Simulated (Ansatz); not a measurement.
# C4H6Si: geometry optimisation

Aim: relax C4H6Si at this level.

Computed with Ansatz 0.2.0. Level: RKS r2SCAN-D4/def2-SVP.

## 1. Where the work starts

11 atoms, charge 0, spin multiplicity 1.

Atoms are counted from 1 here; the program's logs count them from 0.

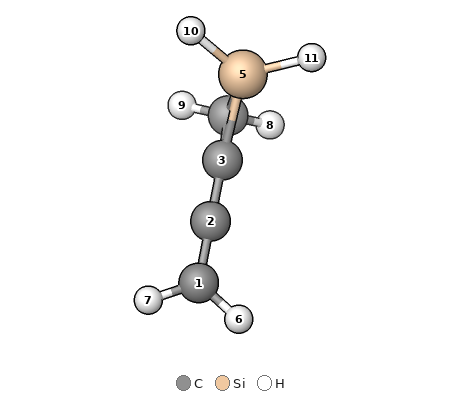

As it starts; carbon grey, silicon light orange, hydrogen white; atoms are numbered from 1 in the order of the file.

As a file:

```mol
C4H6Si
  3D, bonds by distance, orders not assigned

 11 11  0  0  0  0  0  0  0  0999 V2000
    0.5004    2.3339    0.9477 C   0  0
    0.2385    1.1324    0.4653 C   0  0
   -0.0004   -0.0500   -0.0334 C   0  0
   -0.8280   -1.2936    0.2467 C   0  0
    0.2588   -1.3801   -1.2936 Si  0  0
    1.3182    2.4964    1.6707 H   0  0
   -0.0913    3.2154    0.6468 H   0  0
   -0.5512   -1.8800    1.1443 H   0  0
   -1.9245   -1.1929    0.1300 H   0  0
   -0.3725   -1.2498   -2.6436 H   0  0
    1.5174   -2.1888   -1.2602 H   0  0
  1  2  8  0
  1  6  8  0
  1  7  8  0
  2  3  8  0
  3  4  8  0
  3  5  8  0
  4  5  8  0
  4  8  8  0
  4  9  8  0
  5 10  8  0
  5 11  8  0
M  END
```

## 2. Relaxation

The input, input.yaml:

```yaml
crystal:
  periodic: [false, false, false]
  atoms:
    - { symbol: C, position_ang: [0.500382, 2.333931, 0.947749] }
    - { symbol: C, position_ang: [0.238518, 1.132432, 0.465309] }
    - { symbol: C, position_ang: [-0.000437, -0.050011, -0.033433] }
    - { symbol: C, position_ang: [-0.828032, -1.293571, 0.246721] }
    - { symbol: Si, position_ang: [0.258774, -1.380141, -1.293608] }
    - { symbol: H, position_ang: [1.318176, 2.49639, 1.670689] }
    - { symbol: H, position_ang: [-0.091291, 3.215417, 0.646847] }
    - { symbol: H, position_ang: [-0.551202, -1.879968, 1.144261] }
    - { symbol: H, position_ang: [-1.924497, -1.192912, 0.129973] }
    - { symbol: H, position_ang: [-0.372518, -1.249764, -2.643643] }
    - { symbol: H, position_ang: [1.517427, -2.188804, -1.260168] }
basis:
  gaussian: { orbitals: def2-SVP }
hamiltonian:
  xc: r2scan
  dispersion: d4
output:
  forces: true
relax:
  f_tol: 0.003
  max_steps: 120
```

Run with:

```bash
> ansatz run input.yaml --threads 1 --pin off --max-ram 2560MiB --backend cpu --events-out ev --progress --plain --runs-dir out
```

Standard output:

```text
Warning: RAYON_NUM_THREADS=1 ignored (pool sized by the plan → 1); use --threads N
The last accepted step is kept in <dir> (removed where the run ends without a failure and the disk answers)
Engine: ansatz 0.2.0, aarch64-unknown-linux-gnu
Functional definition: r2SCAN
  parameter k0 = 0.174
  parameter k1 = 0.065
  parameter a1 = 4.9479
  exchange = r2scan_x(k0 = k0, k1 = k1, a1 = a1)
  correlation = r2scan_c
1176 factors; their error is unknown
mean field evaluation 1: about -12102.1509 eV, gradient 5.7e1 eV
mean field evaluation 2: about -12086.7073 eV, gradient 8.8e1 eV
mean field evaluation 4: about -12111.0821 eV, gradient 1.1e1 eV
mean field evaluation 8: about -12111.4297 eV, gradient 5.5e-2 eV
mean field evaluation 16: about -12111.3619 eV, gradient 1.1e-4 eV
mean field -12111.36188328 eV, -445.0843398345 hartree, gradient 8.8e-6 eV, S^2 0.000000; 0 other end points of the search recorded, 0 dependent functions left out
the calculation of the forces begins
reference -12111.36189401 eV, -445.0843402289 hartree; 22, 22 occupied and 82, 82 virtual orbitals, 1176 factors
relax step   1: F+E_penalty+E_count = -12111.41824382 eV  Δ(F+E_penalty+E_count) = +0.000e0 eV  max|allowed force component| = 2.377e-1 eV/Å  Δτ_max = 0.0000 Å  (30 SCF iters, accepted)
these checks for a lower state are left out or cut short: starts, cluster_reference, orbital_swaps, neighbouring_geometries, increment
1176 factors; their error is unknown
mean field -12111.37242717 eV, -445.0847273155 hartree, gradient 2.1e-5 eV, S^2 0.000000; 0 other end points of the search recorded, 0 dependent functions left out
the calculation of the forces begins
reference -12111.37243787 eV, -445.0847277085 hartree; 22, 22 occupied and 82, 82 virtual orbitals, 1176 factors
relax step   2: F+E_penalty+E_count = -12111.42890670 eV  Δ(F+E_penalty+E_count) = -1.066e-2 eV  max|allowed force component| = 1.298e-1 eV/Å  Δτ_max = 0.0156 Å  (32 SCF iters, accepted)
these checks for a lower state are left out or cut short: starts, cluster_reference, orbital_swaps, neighbouring_geometries, increment
1176 factors; their error is unknown
mean field evaluation 32: about -12111.3577 eV, gradient 2.0e-5 eV
mean field -12111.35768891 eV, -445.0841856942 hartree, gradient 2.0e-5 eV, S^2 0.000000; 0 other end points of the search recorded, 0 dependent functions left out
the calculation of the forces begins
reference -12111.35769960 eV, -445.0841860871 hartree; 22, 22 occupied and 82, 82 virtual orbitals, 1176 factors
relax step   3: F+E_penalty+E_count = -12111.41424276 eV  Δ(F+E_penalty+E_count) = +1.466e-2 eV  max|allowed force component| = 3.285e-1 eV/Å  Δτ_max = 0.0707 Å  (31 SCF iters, rejected (line search))
these checks for a lower state are left out or cut short: starts, cluster_reference, orbital_swaps, neighbouring_geometries, increment
1176 factors; their error is unknown
mean field -12111.37243544 eV, -445.0847276192 hartree, gradient 2.2e-5 eV, S^2 0.000000; 0 other end points of the search recorded, 0 dependent functions left out
the calculation of the forces begins
reference -12111.37244612 eV, -445.0847280120 hartree; 22, 22 occupied and 82, 82 virtual orbitals, 1176 factors
relax step   4: F+E_penalty+E_count = -12111.42894839 eV  Δ(F+E_penalty+E_count) = -4.168e-5 eV  max|allowed force component| = 1.446e-1 eV/Å  Δτ_max = 0.0269 Å  (31 SCF iters, accepted)
these checks for a lower state are left out or cut short: starts, cluster_reference, orbital_swaps, neighbouring_geometries, increment
1176 factors; their error is unknown
mean field -12111.37394141 eV, -445.0847829627 hartree, gradient 2.1e-5 eV, S^2 0.000000; 0 other end points of the search recorded, 0 dependent functions left out
the calculation of the forces begins
reference -12111.37395210 eV, -445.0847833554 hartree; 22, 22 occupied and 82, 82 virtual orbitals, 1176 factors
relax step   5: F+E_penalty+E_count = -12111.43046070 eV  Δ(F+E_penalty+E_count) = -1.512e-3 eV  max|allowed force component| = 1.523e-2 eV/Å  Δτ_max = 0.0141 Å  (33 SCF iters, accepted)
these checks for a lower state are left out or cut short: starts, cluster_reference, orbital_swaps, neighbouring_geometries, increment
1176 factors; their error is unknown
mean field -12111.37398675 eV, -445.0847846289 hartree, gradient 1.4e-5 eV, S^2 0.000000; 0 other end points of the search recorded, 0 dependent functions left out
the calculation of the forces begins
reference -12111.37399743 eV, -445.0847850216 hartree; 22, 22 occupied and 82, 82 virtual orbitals, 1176 factors
relax step   6: F+E_penalty+E_count = -12111.43051044 eV  Δ(F+E_penalty+E_count) = -4.975e-5 eV  max|allowed force component| = 7.702e-3 eV/Å  Δτ_max = 0.0029 Å  (25 SCF iters, accepted)
these checks for a lower state are left out or cut short: starts, cluster_reference, orbital_swaps, neighbouring_geometries, increment
1176 factors; their error is unknown
mean field -12111.37399824 eV, -445.0847850510 hartree, gradient 2.5e-5 eV, S^2 0.000000; 0 other end points of the search recorded, 0 dependent functions left out
the calculation of the forces begins
reference -12111.37400892 eV, -445.0847854437 hartree; 22, 22 occupied and 82, 82 virtual orbitals, 1176 factors
relax step   7: F+E_penalty+E_count = -12111.43052426 eV  Δ(F+E_penalty+E_count) = -1.382e-5 eV  max|allowed force component| = 8.334e-3 eV/Å  Δτ_max = 0.0027 Å  (23 SCF iters, accepted)
these checks for a lower state are left out or cut short: starts, cluster_reference, orbital_swaps, neighbouring_geometries, increment
1176 factors; their error is unknown
mean field evaluation 64: about -12111.3740 eV, gradient 6.8e-6 eV
mean field -12111.37401132 eV, -445.0847855317 hartree, gradient 6.8e-6 eV, S^2 0.000000; 0 other end points of the search recorded, 0 dependent functions left out
the calculation of the forces begins
reference -12111.37402200 eV, -445.0847859244 hartree; 22, 22 occupied and 82, 82 virtual orbitals, 1176 factors
relax step   8: F+E_penalty+E_count = -12111.43053633 eV  Δ(F+E_penalty+E_count) = -1.207e-5 eV  max|allowed force component| = 7.338e-3 eV/Å  Δτ_max = 0.0020 Å  (24 SCF iters, accepted)
these checks for a lower state are left out or cut short: starts, cluster_reference, orbital_swaps, neighbouring_geometries, increment
1176 factors; their error is unknown
mean field -12111.37402759 eV, -445.0847861296 hartree, gradient 1.8e-5 eV, S^2 0.000000; 0 other end points of the search recorded, 0 dependent functions left out
the calculation of the forces begins
reference -12111.37403827 eV, -445.0847865223 hartree; 22, 22 occupied and 82, 82 virtual orbitals, 1176 factors
relax step   9: F+E_penalty+E_count = -12111.43055060 eV  Δ(F+E_penalty+E_count) = -1.426e-5 eV  max|allowed force component| = 2.407e-3 eV/Å  Δτ_max = 0.0033 Å  (24 SCF iters, accepted)
1176 factors; their error is unknown
mean field -12111.37402759 eV, -445.0847861296 hartree, gradient 1.8e-5 eV, S^2 0.000000; 1 other end points of the search recorded, 0 dependent functions left out
the calculation of the forces begins
reference -12111.37403827 eV, -445.0847865223 hartree; 22, 22 occupied and 82, 82 virtual orbitals, 1176 factors
Total energy: -12111.43056128 eV, -445.0868637047 hartree
Atom 0 at     0.492889     2.322167     0.947353 Å, force    -0.000841    -0.002308    -0.000249 eV/Å
Atom 1 at     0.243792     1.127416     0.459273 Å, force     0.001068     0.001976    -0.000433 eV/Å
Atom 2 at     0.015706    -0.048517    -0.044231 Å, force    -0.001098    -0.002407     0.000231 eV/Å
Atom 3 at    -0.819400    -1.285382     0.241918 Å, force     0.001156     0.001325    -0.000596 eV/Å
Atom 4 at     0.256711    -1.378169    -1.289050 Å, force     0.000485     0.000483    -0.002172 eV/Å
Atom 5 at     1.299378     2.483198     1.671714 Å, force     0.000153     0.000047     0.000876 eV/Å
Atom 6 at    -0.100161     3.193614     0.647493 Å, force    -0.000590     0.000337    -0.000367 eV/Å
Atom 7 at    -0.542910    -1.859716     1.138238 Å, force    -0.000472     0.000322     0.000755 eV/Å
Atom 8 at    -1.907995    -1.169760     0.135449 Å, force    -0.000123     0.000658     0.001221 eV/Å
Atom 9 at    -0.370887    -1.249279    -2.628861 Å, force     0.000369    -0.000079     0.000728 eV/Å
Atom 10 at     1.498176    -2.192572    -1.258599 Å, force    -0.000106    -0.000355     0.000005 eV/Å
Dipole moment:    -0.029542    -0.125647    -0.045809 e Å
```

It took 46 s on 1 thread of Arm Neoverse V2, shared host; peak memory 0.15 GiB.

Along the way: (the energy doesn't fall at every step)

```
step  energy from step 1 (eV)  largest force component (eV/Å)
   1                   0.0000                          0.2377
   2                  -0.0107                          0.1298
   3                   0.0040                          0.3285
   4                  -0.0107                          0.1446
   5                  -0.0122                          0.0152
   6                  -0.0123                          0.0077
   7                  -0.0123                          0.0083
   8                  -0.0123                          0.0073
   9                  -0.0123                          0.0024
```

Distances of close pairs at the start and the end, largest changes first:

```
   bond  before (Å)  after (Å)  change (Å)
 C4–Si5       1.887      1.874      -0.013
 C3–Si5       1.851      1.837      -0.013
Si5–H11       1.496      1.485      -0.011
Si5–H10       1.496      1.485      -0.011
  C1–H6       1.104      1.096      -0.008
  C1–H7       1.103      1.096      -0.008
  C4–H8       1.107      1.100      -0.007
  C4–H9       1.107      1.100      -0.007
```

## 3. What came out

| quantity | value |
| --- | --- |
| energy gained | 0.0123 eV |
| root mean square move | 0.019 Å |
| dipole moment | 0.66 D |

What this shows: Bond lengths: C1–C2 1.314 Å, C1–H6 1.096 Å, C1–H7 1.096 Å, C2–C3 1.299 Å, C3–C4 1.520 Å, C3–Si5 1.837 Å, C4–Si5 1.874 Å, C4–H8 1.100 Å, C4–H9 1.100 Å, Si5–H10 1.485 Å, Si5–H11 1.485 Å. Angles: C2–C1–H6 121.2°, C2–C1–H7 121.2°, H6–C1–H7 117.5°, C1–C2–C3 178.8°, C2–C3–C4 139.5°, C2–C3–Si5 153.4°, C4–C3–Si5 67.1°, C3–C4–Si5 64.6°, C3–C4–H8 116.1°, C3–C4–H9 116.1°, Si5–C4–H8 119.7°, Si5–C4–H9 119.6°, H8–C4–H9 112.5°, C3–Si5–C4 48.3°, C3–Si5–H10 119.5°, C3–Si5–H11 119.5°, C4–Si5–H10 119.4°, C4–Si5–H11 119.4° and more. No frequencies were computed here.
